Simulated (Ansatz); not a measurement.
# AlHClF3: geometry relaxation

The run: geometry relaxation of AlHClF3. Method and program: RHF/def2-SVP (Ansatz 0.2.0).

It belongs to a series of runs on one base structure; here: end point B relaxed. Figures and captions count atoms from 1; the log counts them from 0 in places.

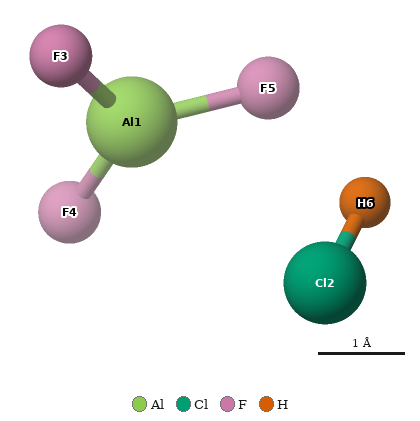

**Figure 1.** The structure as given in the input (ball-and-stick view, seen at a tilt; atoms are numbered from 1 in the order of the input). Sticks mark near contacts.

**Input file**
```yaml
crystal:
  periodic: [false, false, false]
  atoms:
    - { symbol: Al, position_ang: [0.015344, -0.440852, -0.494297] }
    - { symbol: Cl, position_ang: [0.036976, -0.086185, 2.911423] }
    - { symbol: F, position_ang: [1.423869, 0.234704, -0.954152] }
    - { symbol: F, position_ang: [-1.415767, 0.177586, -0.963271] }
    - { symbol: F, position_ang: [0.046413, -1.8676, 0.364648] }
    - { symbol: H, position_ang: [0.038466, -1.313853, 2.41645] }
basis:
  gaussian: { orbitals: def2-SVP }
hamiltonian:
  xc: hf
relax:
  f_tol: 0.03
  max_steps: 50
output:
  orbitals: {}
```

Hardware: 1 thread of Intel Xeon @ 2.60GHz (Ice Lake), 24 GiB of memory available, shared host.

Launch command:
```bash
ansatz run input.yaml --threads 1 --pin off --max-ram 2048MiB --backend cpu --events-out ev --progress --plain --runs-dir out
```

**Output**
```
The last accepted step is kept in [file] (removed where the run ends without a failure and the disk answers)
Engine: ansatz 0.2.0, x86_64-unknown-linux-gnu
Functional definition: HF
  exchange = exact_x
  correlation = 0
804 factors; integrals over basis functions are off by at most 4.2e-4 eV
mean field evaluation 1: about -27210.2614 eV, gradient 4.4e1 eV
mean field evaluation 2: about -27210.2947 eV, gradient 4.4e1 eV
mean field evaluation 4: about -27213.6789 eV, gradient 1.9e0 eV
mean field evaluation 8: about -27213.7037 eV, gradient 1.4e-1 eV
mean field -27213.70379669 eV, -1000.0851684174 hartree, gradient 3.6e-5 eV, S^2 0.000000; 0 other end points of the search recorded, 0 dependent functions left out
the calculation of the forces begins
reference -27213.70379669 eV, -1000.0851684174 hartree; 29, 29 occupied and 54, 54 virtual orbitals, 804 factors
relax step   1: F+E_penalty+E_count = -27213.70379669 eV  Δ(F+E_penalty+E_count) = +0.000e0 eV  max|allowed force component| = 1.313e0 eV/Å  Δτ_max = 0.0000 Å  (35 SCF iters, accepted)
these checks for a lower state are left out or cut short: starts, cluster_reference, orbital_swaps, neighbouring_geometries, increment
804 factors; integrals over basis functions are off by at most 3.1e-4 eV
mean field evaluation 16: about -27213.7402 eV, gradient 1.6e-3 eV
mean field -27213.74018228 eV, -1000.0865055630 hartree, gradient 7.6e-5 eV, S^2 0.000000; 0 other end points of the search recorded, 0 dependent functions left out
the calculation of the forces begins
reference -27213.74018228 eV, -1000.0865055630 hartree; 29, 29 occupied and 54, 54 virtual orbitals, 804 factors
relax step   2: F+E_penalty+E_count = -27213.74018228 eV  Δ(F+E_penalty+E_count) = -3.639e-2 eV  max|allowed force component| = 1.168e0 eV/Å  Δτ_max = 0.1963 Å  (32 SCF iters, accepted)
these checks for a lower state are left out or cut short: starts, cluster_reference, orbital_swaps, neighbouring_geometries, increment
804 factors; integrals over basis functions are off by at most 2.9e-4 eV
mean field -27213.85486305 eV, -1000.0907200038 hartree, gradient 7.6e-5 eV, S^2 0.000000; 0 other end points of the search recorded, 0 dependent functions left out
the calculation of the forces begins
reference -27213.85486305 eV, -1000.0907200038 hartree; 29, 29 occupied and 54, 54 virtual orbitals, 804 factors
relax step   3: F+E_penalty+E_count = -27213.85486305 eV  Δ(F+E_penalty+E_count) = -1.147e-1 eV  max|allowed force component| = 1.448e0 eV/Å  Δτ_max = 0.1909 Å  (31 SCF iters, accepted)
these checks for a lower state are left out or cut short: starts, cluster_reference, orbital_swaps, neighbouring_geometries, increment
804 factors; integrals over basis functions are off by at most 3.4e-4 eV
mean field evaluation 32: about -27213.9544 eV, gradient 2.4e-5 eV
mean field -27213.95436161 eV, -1000.0943765084 hartree, gradient 7.7e-5 eV, S^2 0.000000; 0 other end points of the search recorded, 0 dependent functions left out
the calculation of the forces begins
reference -27213.95436161 eV, -1000.0943765084 hartree; 29, 29 occupied and 54, 54 virtual orbitals, 804 factors
relax step   4: F+E_penalty+E_count = -27213.95436161 eV  Δ(F+E_penalty+E_count) = -9.950e-2 eV  max|allowed force component| = 1.474e0 eV/Å  Δτ_max = 0.1957 Å  (31 SCF iters, accepted)
these checks for a lower state are left out or cut short: starts, cluster_reference, orbital_swaps, neighbouring_geometries, increment
804 factors; integrals over basis functions are off by at most 4.0e-4 eV
mean field -27214.00464570 eV, -1000.0962244144 hartree, gradient 8.0e-5 eV, S^2 0.000000; 0 other end points of the search recorded, 0 dependent functions left out
the calculation of the forces begins
reference -27214.00464570 eV, -1000.0962244144 hartree; 29, 29 occupied and 54, 54 virtual orbitals, 804 factors
relax step   5: F+E_penalty+E_count = -27214.00464570 eV  Δ(F+E_penalty+E_count) = -5.028e-2 eV  max|allowed force component| = 1.967e-1 eV/Å  Δτ_max = 0.0623 Å  (32 SCF iters, accepted)
these checks for a lower state are left out or cut short: starts, cluster_reference, orbital_swaps, neighbouring_geometries, increment
804 factors; integrals over basis functions are off by at most 4.2e-4 eV
mean field -27214.00803277 eV, -1000.0963488873 hartree, gradient 7.9e-5 eV, S^2 0.000000; 0 other end points of the search recorded, 0 dependent functions left out
the calculation of the forces begins
reference -27214.00803277 eV, -1000.0963488873 hartree; 29, 29 occupied and 54, 54 virtual orbitals, 804 factors
relax step   6: F+E_penalty+E_count = -27214.00803277 eV  Δ(F+E_penalty+E_count) = -3.387e-3 eV  max|allowed force component| = 4.060e-2 eV/Å  Δτ_max = 0.0325 Å  (32 SCF iters, accepted)
these checks for a lower state are left out or cut short: starts, cluster_reference, orbital_swaps, neighbouring_geometries, increment
804 factors; integrals over basis functions are off by at most 4.1e-4 eV
mean field -27214.00926565 eV, -1000.0963941945 hartree, gradient 7.9e-5 eV, S^2 0.000000; 0 other end points of the search recorded, 0 dependent functions left out
the calculation of the forces begins
reference -27214.00926565 eV, -1000.0963941945 hartree; 29, 29 occupied and 54, 54 virtual orbitals, 804 factors
relax step   7: F+E_penalty+E_count = -27214.00926565 eV  Δ(F+E_penalty+E_count) = -1.233e-3 eV  max|allowed force component| = 4.605e-2 eV/Å  Δτ_max = 0.0558 Å  (32 SCF iters, accepted)
these checks for a lower state are left out or cut short: starts, cluster_reference, orbital_swaps, neighbouring_geometries, increment
804 factors; integrals over basis functions are off by at most 4.1e-4 eV
mean field -27214.00948011 eV, -1000.0964020759 hartree, gradient 7.9e-5 eV, S^2 0.000000; 0 other end points of the search recorded, 0 dependent functions left out
the calculation of the forces begins
reference -27214.00948011 eV, -1000.0964020759 hartree; 29, 29 occupied and 54, 54 virtual orbitals, 804 factors
relax step   8: F+E_penalty+E_count = -27214.00948011 eV  Δ(F+E_penalty+E_count) = -2.145e-4 eV  max|allowed force component| = 1.458e-2 eV/Å  Δτ_max = 0.0097 Å  (33 SCF iters, accepted)
804 factors; integrals over basis functions are off by at most 4.1e-4 eV
mean field evaluation 64: about -27214.0087 eV, gradient 6.9e-1 eV
```

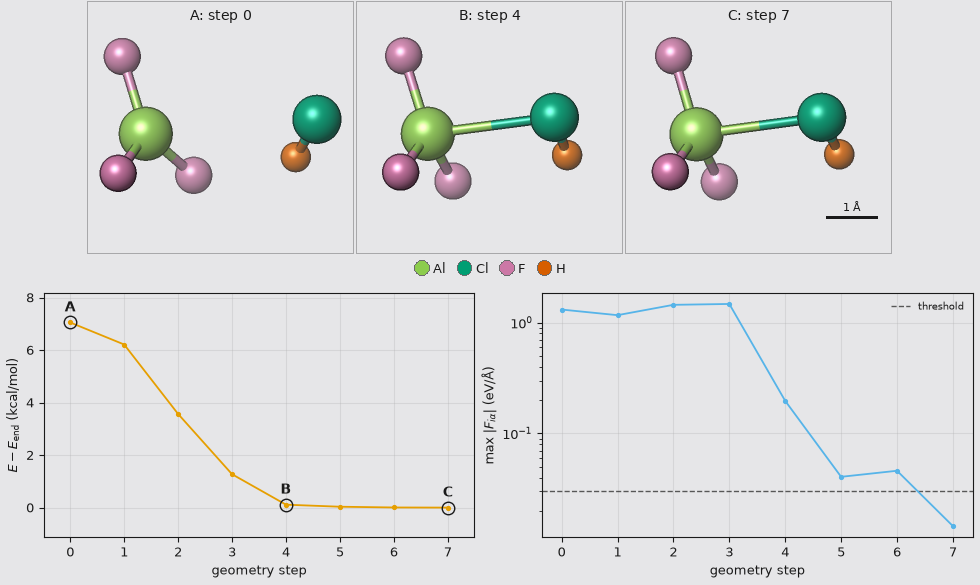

**Figure 2.** Frames of the relaxation (ball-and-stick view, seen at a tilt) above the curves, on which the letters mark them (the first geometry is step 0 here and step 1 in the log).

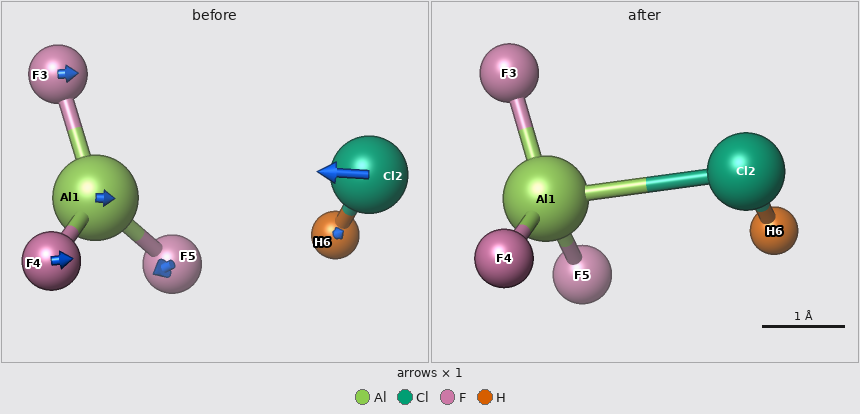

**Figure 3.** Before (left) and after (right) the relaxation, at one scale (ball-and-stick view, seen at a tilt). The blue arrows give the displacements, at true length. The largest move after the best rigid fit is that of Cl2, 0.66 Å. Largest moves by element: Cl 0.66 Å, F 0.34 Å, Al 0.25 Å, H 0.14 Å. Among the contacts that change: Al1–Cl2 3.424 → 2.554 Å, Cl2–H6 1.324 → 1.281 Å, Al1–F5 1.666 → 1.647 Å, Al1–F3 1.628 → 1.638 Å. New bonds form: Al1–Cl2 (3.42 → 2.55 Å). Among the angles that change: F3–Al1–F4 121.4° → 119.0°. The energy falls by 7.05 kcal/mol in 7 geometry steps. The largest force component goes from 1.3 to 0.015 eV/Å. (Atoms are counted from 1 in the order of the input.)

```
mean field -27214.00948011 eV, -1000.0964020759 hartree, gradient 7.9e-5 eV, S^2 0.000000; 1 other end points of the search recorded, 0 dependent functions left out
the calculation of the forces begins
reference -27214.00948011 eV, -1000.0964020759 hartree; 29, 29 occupied and 54, 54 virtual orbitals, 804 factors
Total energy: -27214.00948011 eV, -1000.0964020759 hartree
Atom 0 at     0.020516    -0.471625    -0.244920 Å, force    -0.001060    -0.002680    -0.010283 eV/Å
Atom 1 at     0.019398     0.021291     2.261503 Å, force     0.000226    -0.009329     0.002246 eV/Å
Atom 2 at     1.418216     0.258347    -0.689552 Å, force     0.007738     0.008806    -0.000385 eV/Å
Atom 3 at    -1.405043     0.207750    -0.681179 Å, force    -0.008226     0.009983    -0.000591 eV/Å
Atom 4 at     0.049776    -2.080895     0.105450 Å, force     0.001571    -0.014576     0.010254 eV/Å
Atom 5 at     0.042438    -1.231068     2.529499 Å, force    -0.000249     0.007795    -0.001242 eV/Å
Dipole moment:     0.005061    -0.137897     0.741995 e Å
```

**Trajectory as extended XYZ (Å, eV, eV/Å), 8 frames, from step=1 to step=8**
```
6
Properties=species:S:1:pos:R:3:forces:R:3 step=1 energy=-27213.70380
Al    0.0153   -0.4409   -0.4943    0.0470  -0.5920   0.5889
Cl    0.0370   -0.0862    2.9114   -0.0066  -1.3099  -0.7418
F     1.4239    0.2347   -0.9542   -0.0132  -0.0047  -0.0015
F    -1.4158    0.1776   -0.9633   -0.0025  -0.0077   0.0055
F     0.0464   -1.8676    0.3646   -0.0295   0.6017  -0.4928
H     0.0385   -1.3139    2.4165    0.0048   1.3126   0.6418
6
Properties=species:S:1:pos:R:3:forces:R:3 step=2 energy=-27213.74018
Al    0.0145   -0.3685   -0.3417    0.0638  -1.1120  -0.1733
Cl    0.0288   -0.0560    2.7177    0.0068  -1.1271  -0.6066
F     1.4212    0.2182   -0.9378   -0.1305   0.1577   0.3247
F    -1.4102    0.1649   -0.9429    0.0985   0.1644   0.3251
F     0.0461   -1.9046    0.3144   -0.0269   0.7490  -0.1611
H     0.0450   -1.3502    2.4712   -0.0117   1.1680   0.2912
6
Properties=species:S:1:pos:R:3:forces:R:3 step=3 energy=-27213.85486
Al    0.0165   -0.4142   -0.3328   -0.0038   0.1666  -0.0165
Cl    0.0238   -0.0288    2.5287    0.0189  -1.2907  -0.2567
F     1.4228    0.2360   -0.8521   -0.0304   0.0937   0.1031
F    -1.4117    0.1854   -0.8543    0.0403   0.0821   0.1169
F     0.0465   -1.9214    0.2997    0.0003  -0.5000  -0.0020
H     0.0474   -1.3532    2.4916   -0.0252   1.4482   0.0553
6
Properties=species:S:1:pos:R:3:forces:R:3 step=4 energy=-27213.95436
Al    0.0190   -0.4665   -0.2629   -0.0168   0.1075   0.1580
Cl    0.0178    0.0499    2.3496    0.0292  -1.4744  -0.1911
F     1.4230    0.2480   -0.7092   -0.0330  -0.0168  -0.0024
F    -1.4105    0.2004   -0.7046    0.0569  -0.0337   0.0089
F     0.0500   -2.0542    0.1823   -0.0074   0.0392  -0.0119
H     0.0460   -1.2738    2.4255   -0.0290   1.3783   0.0385
6
Properties=species:S:1:pos:R:3:forces:R:3 step=5 energy=-27214.00465
Al    0.0205   -0.4556   -0.2366    0.0132  -0.1967   0.0289
Cl    0.0196    0.0213    2.2943    0.0019  -0.1205  -0.0828
F     1.4214    0.2495   -0.7078   -0.0011   0.0394   0.0245
F    -1.4083    0.2008   -0.6939   -0.0040   0.0340   0.0221
F     0.0530   -2.0609    0.1591   -0.0097   0.1347  -0.0278
H     0.0391   -1.2514    2.4657   -0.0003   0.1091   0.0350
6
Properties=species:S:1:pos:R:3:forces:R:3 step=6 energy=-27214.00803
Al    0.0204   -0.4673   -0.2343    0.0002   0.0187  -0.0192
Cl    0.0193    0.0226    2.2618    0.0000   0.0044   0.0072
F     1.4200    0.2556   -0.6875   -0.0185  -0.0075  -0.0038
F    -1.4067    0.2053   -0.6786    0.0180  -0.0065  -0.0043
F     0.0502   -2.0724    0.1430    0.0000  -0.0031  -0.0206
H     0.0422   -1.2399    2.4764    0.0003  -0.0061   0.0406
6
Properties=species:S:1:pos:R:3:forces:R:3 step=7 energy=-27214.00927
Al    0.0202   -0.4691   -0.2473   -0.0008  -0.0461   0.0184
Cl    0.0192    0.0172    2.2597    0.0003  -0.0223   0.0301
F     1.4189    0.2594   -0.6925   -0.0063   0.0031  -0.0011
F    -1.4058    0.2089   -0.6855    0.0071   0.0043  -0.0001
F     0.0493   -2.0773    0.1145    0.0009   0.0168  -0.0235
H     0.0435   -1.2353    2.5320   -0.0012   0.0442  -0.0238
6
Properties=species:S:1:pos:R:3:forces:R:3 step=8 energy=-27214.00948
Al    0.0205   -0.4716   -0.2449   -0.0011  -0.0027  -0.0103
Cl    0.0194    0.0213    2.2615    0.0002  -0.0093   0.0022
F     1.4182    0.2583   -0.6896    0.0077   0.0088  -0.0004
F    -1.4050    0.2077   -0.6812   -0.0082   0.0100  -0.0006
F     0.0498   -2.0809    0.1055    0.0016  -0.0146   0.0103
H     0.0424   -1.2311    2.5295   -0.0002   0.0078  -0.0012
```

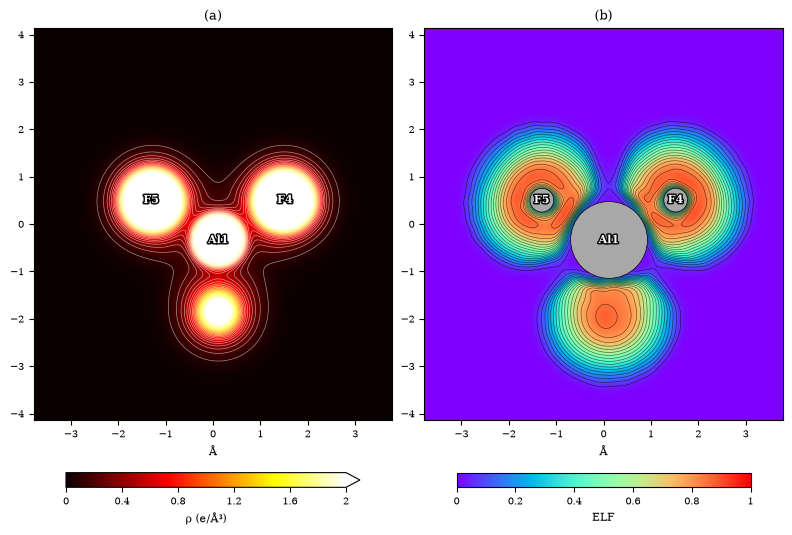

**Figure 4.** (a) electron density; (b) ELF on the plane of atoms F4, Al1 and F5. Grey discs, where drawn, cover atomic cores. Atoms in the plane: Al and F. Al–F (1.64 Å): ρ is about 0.86 e/Å³ halfway; the ELF peaks at about 0.85 in the valence shell of F, 0.6 Å from its nucleus, and is about 0.30 at the midpoint.

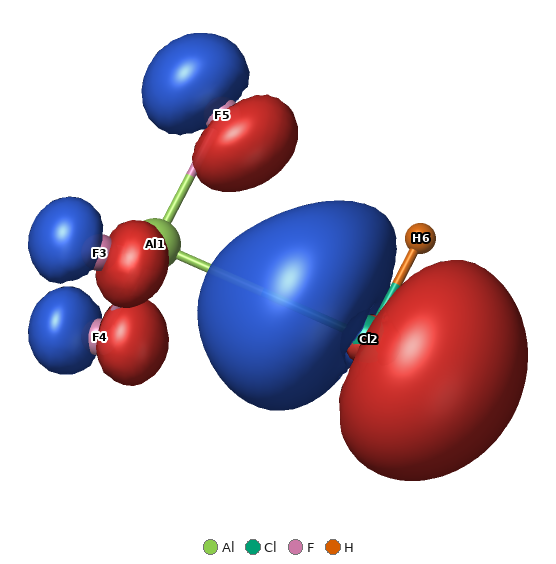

**Figure 5.** One frontier orbital at ±0.1 Å⁻³ᐟ² (red and blue are the two phases), seen from the side. The HOMO−1, at −15.26 eV.

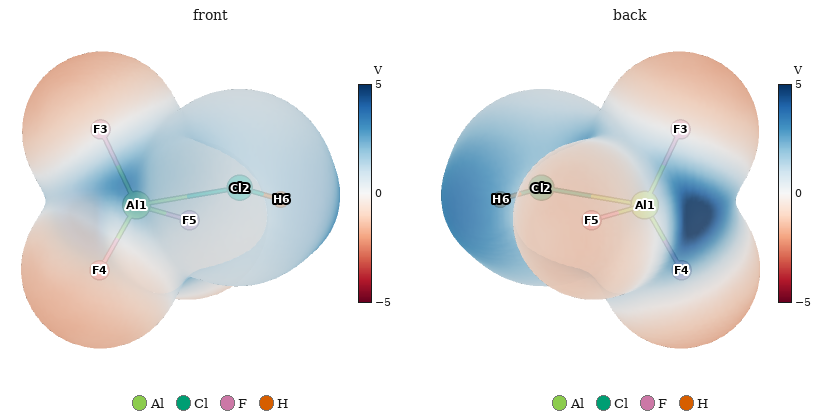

**Figure 6.** The electrostatic potential painted on the density surface at 0.002 e/bohr³, seen at a tilt and from behind; red is negative and blue positive. A positive charge is drawn to the negative regions and a negative charge to the positive ones.

**Key numbers**

| quantity | value |
| --- | --- |
| outcome | converged |
| total energy | −27214.0095 eV |
| mean-field energy | −27214.0095 eV |
| largest force (length of the vector) at the end | 0.018 eV/Å |
| wall time | 11 s |
| peak memory | 0.17 GiB |
